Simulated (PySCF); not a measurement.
# trifluoroacetic acid (C₂HF₃O₂): NMR shifts at several levels of theory, part 2 of 2

PySCF 2.14.0. Atoms count from 0.

### 6 Shielding tensors: HF/pcSseg-2

Job settings and geometry (Å):

```
{"job": {"kind": "nmr", "xc": "HF", "basis": "pcSseg-2", "pop": false}, "charge": 0, "multiplicity": 1}
O      0.480300     1.036117    -1.318956
C      0.380826     0.171108    -0.502506
O      1.157135    -0.897905    -0.393235
C     -0.712844     0.147547     0.581310
F     -1.412465     1.265600     0.544660
F     -1.532043    -0.880445     0.372091
F     -0.172644     0.015749     1.788747
H      1.820785    -0.851463    -1.099882
```

Level: GIAO HF/pcSseg-2 NMR shielding, non-relativistic, gas phase.

Output:

```text
final grid: 85016 points
cycle   1  E = -524.2843999038  dE =  1.702e+00  |g| = 1.256e+00  |ddm| = 2.056e+00
cycle   2  E = -524.4481087054  dE = -1.637e-01  |g| = 9.258e-01  |ddm| = 1.001e+00
cycle   3  E = -524.5836909934  dE = -1.356e-01  |g| = 1.028e-01  |ddm| = 4.025e-01
cycle   4  E = -524.5862940162  dE = -2.603e-03  |g| = 4.794e-02  |ddm| = 7.643e-02
cycle   5  E = -524.5868783458  dE = -5.843e-04  |g| = 1.313e-02  |ddm| = 3.629e-02
cycle   6  E = -524.5869579481  dE = -7.960e-05  |g| = 5.690e-03  |ddm| = 1.218e-02
cycle   7  E = -524.5869796971  dE = -2.175e-05  |g| = 1.970e-03  |ddm| = 8.237e-03
cycle   8  E = -524.5869824363  dE = -2.739e-06  |g| = 6.584e-04  |ddm| = 3.036e-03
cycle   9  E = -524.5869827214  dE = -2.852e-07  |g| = 2.046e-04  |ddm| = 1.055e-03
cycle  10  E = -524.5869827395  dE = -1.805e-08  |g| = 7.149e-05  |ddm| = 2.371e-04
cycle  11  E = -524.5869827415  dE = -2.022e-09  |g| = 1.648e-05  |ddm| = 6.914e-05
cycle  12  E = -524.5869827416  dE = -1.207e-10  |g| = 5.454e-06  |ddm| = 2.179e-05
converged SCF energy = -524.5869827416

GIAO shielding tensors (ppm)
atom      isotropic    diamagn.    paramagn.     s11        s22        s33       span
  0 O      -95.707     393.285    -488.992   -346.911   -259.757    319.546    666.457
  1 C       24.582     251.413    -226.830    -92.254     77.271     88.730    180.984
  2 O      169.557     388.111    -218.554     18.833    207.839    281.999    263.166
  3 C       84.658     236.959    -152.302     73.596     82.538     97.839     24.243
  4 F      305.205     465.950    -160.745    229.114    312.752    373.748    144.634
  5 F      301.474     466.852    -165.377    220.528    299.743    384.151    163.623
  6 F      302.822     466.834    -164.013    222.454    301.629    384.383    161.929
  7 H       25.062      29.215      -4.153     19.848     20.550     34.789     14.941
```

Run time: 13 s. Hardware: 1 thread, shared host.

This run: δ C1 166.9, C3 106.8, O0 422.0, O2 156.8, H7 6.62 ppm.

### 7 Shielding tensors: LC-wPBE/pcSseg-2

Same as in step 6 but for these lines:

```diff
@@ -1,2 +1,2 @@
-{"job": {"kind": "nmr", "xc": "HF", "basis": "pcSseg-2", "pop": false}, "charge": 0, "multiplicity": 1}
+{"job": {"kind": "nmr", "xc": "LC-wPBE", "basis": "pcSseg-2", "pop": false}, "charge": 0, "multiplicity": 1}
 O      0.480300     1.036117    -1.318956
```

Level: GIAO LC-wPBE/pcSseg-2 NMR shielding, non-relativistic, gas phase.

Output:

```text
coarse grid: 8224 points
cycle   1  E = -526.3910334886  dE =  1.643e+00  |g| = 1.419e+00  |ddm| = 2.034e+00
cycle   2  E = -526.2274101722  dE =  1.636e-01  |g| = 1.849e+00  |ddm| = 1.326e+00
cycle   3  E = -526.7421619135  dE = -5.148e-01  |g| = 1.694e-01  |ddm| = 7.377e-01
cycle   4  E = -526.7457251939  dE = -3.563e-03  |g| = 9.312e-02  |ddm| = 9.607e-02
cycle   5  E = -526.7471196387  dE = -1.394e-03  |g| = 1.382e-02  |ddm| = 4.262e-02
cycle   6  E = -526.7471683516  dE = -4.871e-05  |g| = 3.674e-03  |ddm| = 1.224e-02
cycle   7  E = -526.7471745983  dE = -6.247e-06  |g| = 1.306e-03  |ddm| = 4.750e-03
final grid: 85016 points
cycle   8  E = -526.7371549146  dE = -1.649e-04  |g| = 1.121e-02  |ddm| = 3.681e-02
cycle   9  E = -526.7371535631  dE =  1.351e-06  |g| = 1.224e-02  |ddm| = 7.411e-03
cycle  10  E = -526.7371721761  dE = -1.861e-05  |g| = 7.511e-04  |ddm| = 3.815e-03
cycle  11  E = -526.7371721295  dE =  4.663e-08  |g| = 7.108e-04  |ddm| = 5.642e-04
cycle  12  E = -526.7371722687  dE = -1.392e-07  |g| = 1.082e-04  |ddm| = 3.606e-04
cycle  13  E = -526.7371722734  dE = -4.653e-09  |g| = 5.085e-05  |ddm| = 1.154e-04
cycle  14  E = -526.7371722745  dE = -1.164e-09  |g| = 1.835e-05  |ddm| = 7.860e-05
cycle  15  E = -526.7371722746  dE = -8.595e-11  |g| = 5.351e-06  |ddm| = 1.600e-05
converged SCF energy = -526.7371722746

GIAO shielding tensors (ppm)
atom      isotropic    diamagn.    paramagn.     s11        s22        s33       span
  0 O      -99.249     393.999    -493.248   -340.062   -258.195    300.509    640.571
  1 C       14.855     253.660    -238.805    -94.715     65.754     73.526    168.241
  2 O      144.253     387.178    -242.925    -12.945    187.767    257.935    270.880
  3 C       60.411     240.525    -180.114     41.144     60.666     79.424     38.280
  4 F      270.660     466.637    -195.977    197.856    277.552    336.571    138.715
  5 F      264.472     467.708    -203.235    184.108    260.778    348.531    164.423
  6 F      266.638     467.645    -201.006    186.858    263.834    349.223    162.366
  7 H       24.914      29.853      -4.938     20.296     21.155     33.292     12.996
```

Run time: 44 s. Hardware: 1 thread, shared host.

This run: δ C1 173.4, C3 127.9, O0 431.9, O2 188.4, H7 6.40 ppm.

### 8 NMR shieldings: KT2/pcSseg-2

Same as in step 7 but for these lines:

```diff
@@ -1,2 +1,2 @@
-{"job": {"kind": "nmr", "xc": "LC-wPBE", "basis": "pcSseg-2", "pop": false}, "charge": 0, "multiplicity": 1}
+{"job": {"kind": "nmr", "xc": "KT2", "basis": "pcSseg-2", "pop": false}, "charge": 0, "multiplicity": 1}
 O      0.480300     1.036117    -1.318956
```

Level: GIAO KT2/pcSseg-2 NMR shielding, non-relativistic, gas phase.

Output:

```text
coarse grid: 8224 points
cycle   1  E = -533.9711618482  dE =  1.509e+00  |g| = 1.522e+00  |ddm| = 2.112e+00
cycle   2  E = -532.3196234386  dE =  1.652e+00  |g| = 3.378e+00  |ddm| = 2.461e+00
cycle   3  E = -534.2602841125  dE = -1.941e+00  |g| = 6.596e-01  |ddm| = 2.078e+00
cycle   4  E = -534.3281048294  dE = -6.782e-02  |g| = 3.118e-01  |ddm| = 4.729e-01
cycle   5  E = -534.3451234401  dE = -1.702e-02  |g| = 6.631e-02  |ddm| = 1.730e-01
cycle   6  E = -534.3460231047  dE = -8.997e-04  |g| = 1.407e-02  |ddm| = 5.598e-02
cycle   7  E = -534.3460573721  dE = -3.427e-05  |g| = 6.072e-03  |ddm| = 8.825e-03
cycle   8  E = -534.3460628459  dE = -5.474e-06  |g| = 1.880e-03  |ddm| = 3.563e-03
final grid: 85016 points
cycle   9  E = -534.3508591328  dE = -4.837e-04  |g| = 3.334e-02  |ddm| = 1.237e-01
cycle  10  E = -534.3504760638  dE =  3.831e-04  |g| = 6.009e-02  |ddm| = 3.710e-02
cycle  11  E = -534.3510078404  dE = -5.318e-04  |g| = 7.006e-03  |ddm| = 2.533e-02
cycle  12  E = -534.3510162600  dE = -8.420e-06  |g| = 2.038e-03  |ddm| = 4.239e-03
cycle  13  E = -534.3510169445  dE = -6.845e-07  |g| = 7.982e-04  |ddm| = 1.290e-03
cycle  14  E = -534.3510170574  dE = -1.130e-07  |g| = 1.871e-04  |ddm| = 4.497e-04
cycle  15  E = -534.3510170631  dE = -5.741e-09  |g| = 4.343e-05  |ddm| = 1.084e-04
cycle  16  E = -534.3510170635  dE = -3.804e-10  |g| = 6.542e-06  |ddm| = 3.125e-05
converged SCF energy = -534.3510170635

GIAO shielding tensors (ppm)
atom      isotropic    diamagn.    paramagn.     s11        s22        s33       span
  0 O      -75.726     391.102    -466.828   -272.987   -221.323    267.133    540.120
  1 C       24.985     255.388    -230.404    -71.055     69.818     76.190    147.245
  2 O      127.315     385.420    -258.105    -18.468    161.763    238.650    257.118
  3 C       58.018     241.754    -183.736     38.123     58.293     77.638     39.515
  4 F      247.504     467.365    -219.861    177.519    246.467    318.526    141.006
  5 F      239.691     468.639    -228.948    161.266    229.295    328.513    167.247
  6 F      242.728     468.544    -225.815    164.734    233.412    330.039    165.305
  7 H       25.218      30.095      -4.876     20.543     22.496     32.616     12.073
```

Run time: 36 s. Hardware: 1 thread, shared host.

This run: δ C1 157.3, C3 124.3, O0 400.1, O2 197.0, H7 5.96 ppm.

### 9 Side by side: NMR shifts

Shifts (ppm), means over like atoms, with basis size and wall time (the measured row can stand on another reference than the computed rows):

| run | C1 | C3 | H7 | O0 | O2 | F4 | functions | time |
| --- | --- | --- | --- | --- | --- | --- | --- | --- |
| B3LYP/pcSseg-2 | 167.7 | 125.7 | 6.27 | 431.3 | 197.1 | -86.6 | 266 | 23 s |
| BHandHLYP/pcSseg-2 | 168.9 | 118.9 | 6.45 | 434.4 | 181.7 | -73.3 | 266 | 24 s |
| LDA/pcSseg-2 | 169.7 | 132.6 | 6.34 | 442.8 | 218.3 | -99.5 | 266 | 29 s |
| HF/pcSseg-2 | 166.9 | 106.8 | 6.62 | 422.0 | 156.8 | -57.9 | 266 | 13 s |
| LC-wPBE/pcSseg-2 | 173.4 | 127.9 | 6.40 | 431.9 | 188.4 | -63.6 | 266 | 44 s |
| KT2/pcSseg-2 | 157.3 | 124.3 | 5.96 | 400.1 | 197.0 | -107.0 | 266 | 36 s |
| measured | – | – | – | – | – | -76.5 | – | – |

Measured: University of Colorado NMR facility, 19F NMR Reference Standards.

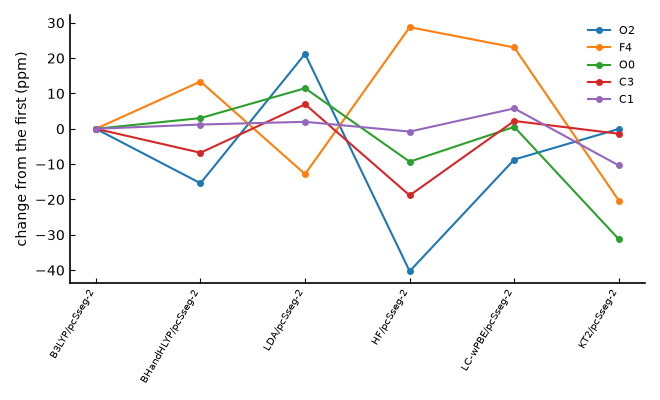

How five of the tabulated atoms move from run to run.

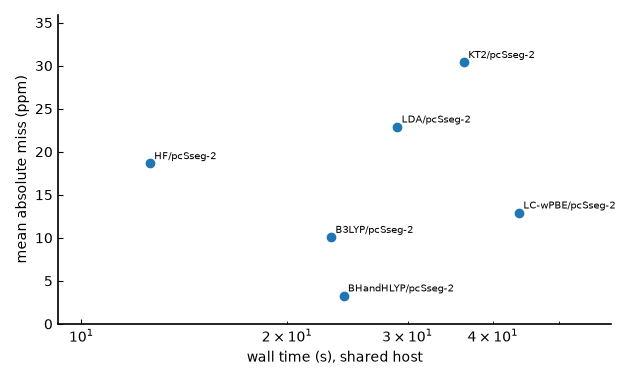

Cost against miss for the one measured ¹⁹F shift.

### 10 Outcome

The summary covers parts 1 to 2.

```
                                                                  quantity                  value
                                                               point group                     C1
                                      rotational constants (main isotopes)   3.89, 2.52, 2.09 GHz
                                   ¹³C shifts against TMS (B3LYP/pcSseg-2)       167.7, 125.7 ppm
                                    ¹H shifts against TMS (B3LYP/pcSseg-2)               6.27 ppm
                                   ¹⁷O shifts against H2O (B3LYP/pcSseg-2)       431.3, 197.1 ppm
¹⁹F shifts against CFCl3 (B3LYP/pcSseg-2, means over atoms taken as alike)              -86.6 ppm
                                  measured, and computed on the same scale  F4 δ -76.5, -86.6 ppm
                                                  range of the shift of O2     156.8 to 218.3 ppm
```

In words: Single values in the summary come from the first run of each kind that ended normally (B3LYP/pcSseg-2), which need not be the best level. Relaxing lowered the energy by 0.034 eV in 7 steps; the close pair that moved most is C1–C3, from 1.560 to 1.540 Å. C1 (carboxylic acid carbon) lies farthest downfield among carbon, at 167.7 ppm; it is a carbonyl in resonance with an O or N lone pair, the region of acids, esters and amides. At B3LYP/pcSseg-2: The widest tensor belongs to O0: span 615 ppm, with a paramagnetic part of -499 ppm. The one measured ¹⁹F shift is missed by -10.1 ppm (computed less measured, unscaled). Vibration, temperature and solvent are missing from the calculation, so part of the miss against the measured shifts is not the functional's. In ppm, O2 moves most: its shift spreads over 61.5 ppm, from 156.8 (HF/pcSseg-2) to 218.3 (LDA/pcSseg-2). For the one measured ¹⁹F shift, BHandHLYP/pcSseg-2 misses least (3.3 ppm, 24 s) and KT2/pcSseg-2 most (30.4 ppm, 36 s); the quickest, HF/pcSseg-2, misses by 18.7 ppm in 13 s. One molecule ranks no method: errors cancel, and vibration and temperature are missing from all runs.
